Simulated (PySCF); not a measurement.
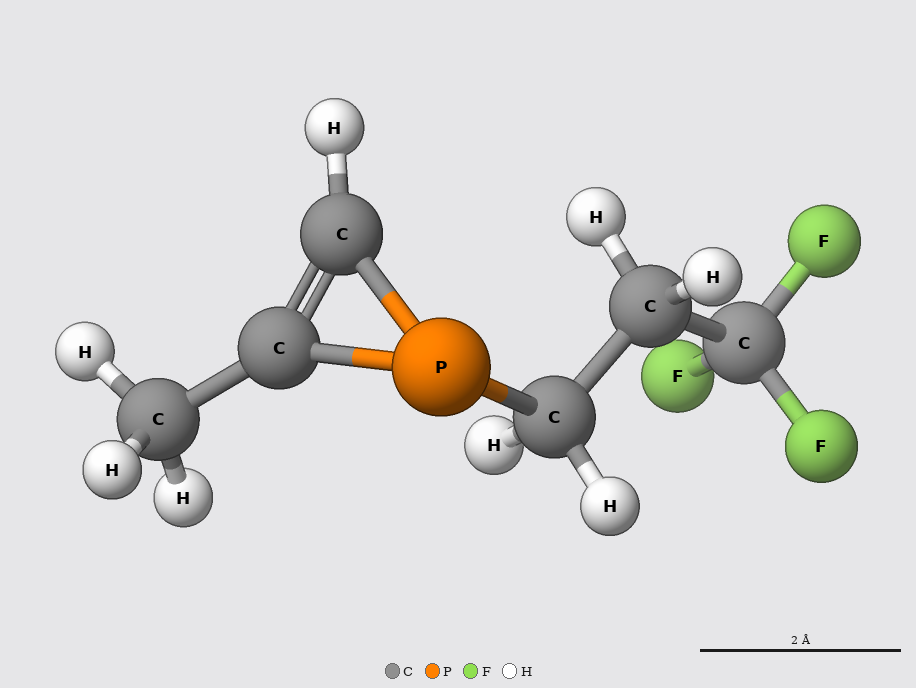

The picture shows a molecular structure as a ball-and-stick model.

Description:

It has 18 atoms: 6 carbon, 8 hydrogen, 3 fluorine and 1 phosphorus (C₆H₈F₃P). Its SMILES string is `CC1=CP1CCC(F)(F)F`. Independent rings (smallest set): 1 of 3 members. Among its groups: alkene, C–F bond. The point group is C1. Coordination, clear cases only: 4 C tetrahedral; 1 P trigonal pyramidal.

The parts below concern this one geometry. Atoms keep their numbers from picture to picture. The computed structure is the end point of a PBE0-D3(BJ)/def2-SVP optimisation. No frequency run is at hand to confirm it as a minimum.

### Geometry

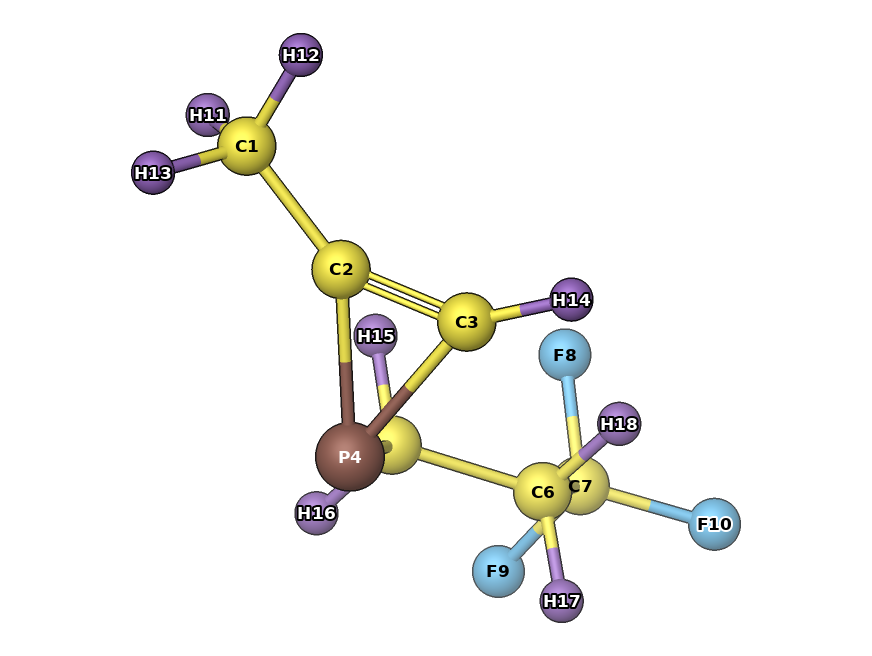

C5 lies behind P4. The molecule seen a little off the P4–C5 bond, P4 in front. Depth is shown by fading: the farther an atom, the more it takes the colour of the background. No frequency run is at hand to confirm it as a minimum.

**What is the torsion angle C2–P4–C5–C6? The sign is positive where the front bond must turn clockwise to cover the back bond.**

109°, anticlinal.

### Bond orders

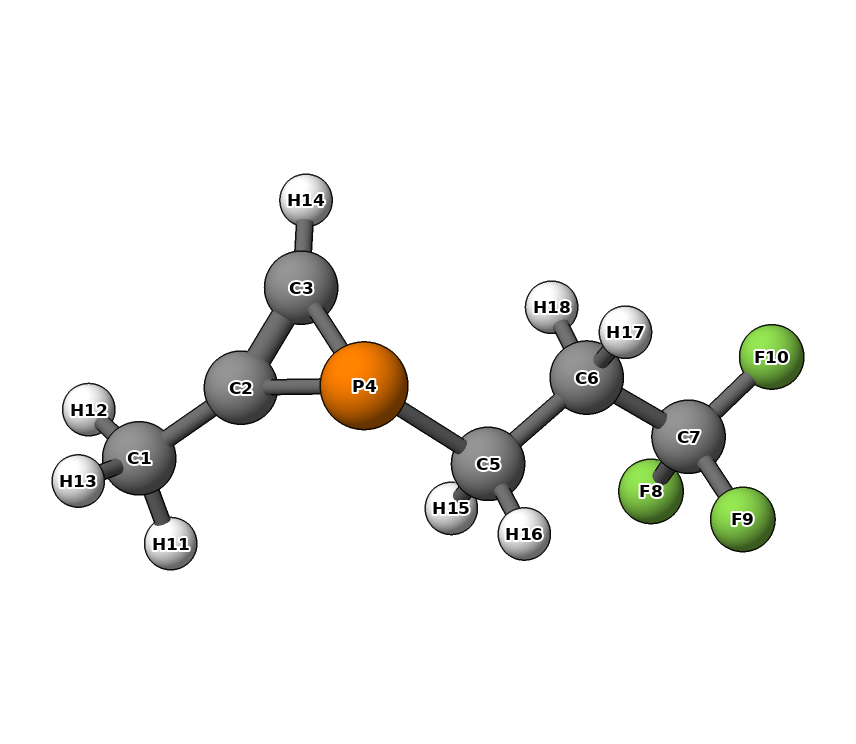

The thickness of each stick grows with its Mayer bond order. No frequency run is at hand to confirm it as a minimum. Method: PBE0/pcSseg-1 in acetone (IEF-PCM) (PySCF 2.14.0).

**Which bond between heavy atoms has the highest Mayer bond order?**

C2–C3, 1.66, at a length of 1.306 Å.

List the Mayer bond orders of C1–C2, C2–C3, C2–P4, C3–P4, P4–C5, C5–C6, C6–C7, C7–F8, C7–F9, C7–F10 (bonds between heavy atoms, one of each equivalent set).

```csv
bond,Mayer order,length (Å)
C1–C2,1.08,1.472
C2–C3,1.66,1.306
C2–P4,0.89,1.840
C3–P4,0.93,1.831
P4–C5,0.91,1.883
C5–C6,1.00,1.519
C6–C7,1.04,1.506
C7–F8,0.99,1.339
C7–F9,0.99,1.338
C7–F10,1.00,1.338
```

### Ring current

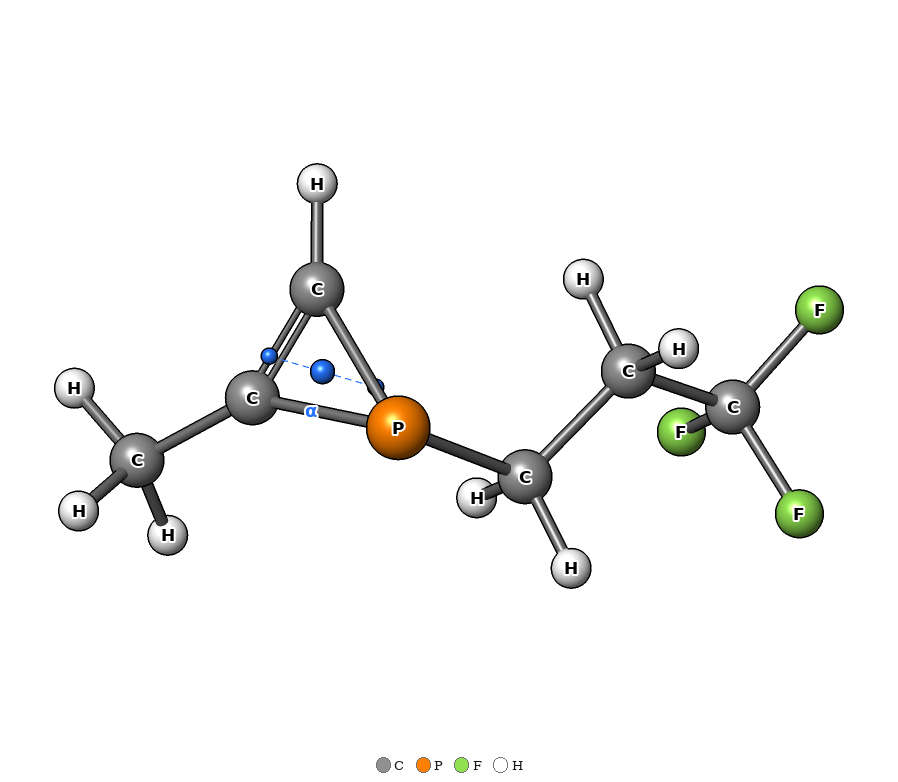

The small points mark where nucleus-independent chemical shifts (NICS) were computed: at the centre of each lettered ring and 1 Å above and below it. No frequency run is at hand to confirm it as a minimum. Level of theory: GIAO PBE0/pcSseg-1 NMR shielding, non-relativistic, IEF-PCM chloroform (PySCF 2.14.0).

Give NICS(0), NICS(1) and the out-of-plane component NICS(1)zz for each ring (means of the two sides).

```csv
ring,members,NICS(0),NICS(1),NICS(1)zz
α,C2P,−26.6,−8.8,−18.7
```

Values in ppm.

### Polarisability

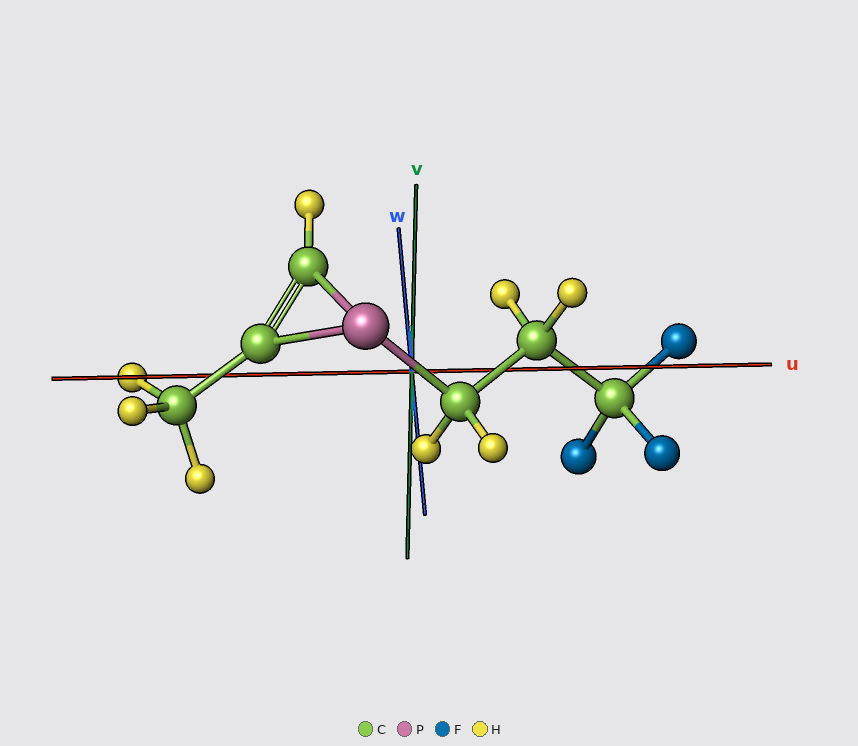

The lines u, v and w are the principal axes of the static dipole polarisability. No frequency run is at hand to confirm it as a minimum. Computed with CAM-B3LYP/def2-SVPD (PySCF 2.14.0).

**Along which axis is the molecule most polarisable, and along which least?**

Most along u, least along w.

**Give the three principal values.**

u 117.1, v 89.4, w 85.4 bohr³; mean 97.3, anisotropy 29.8 bohr³.
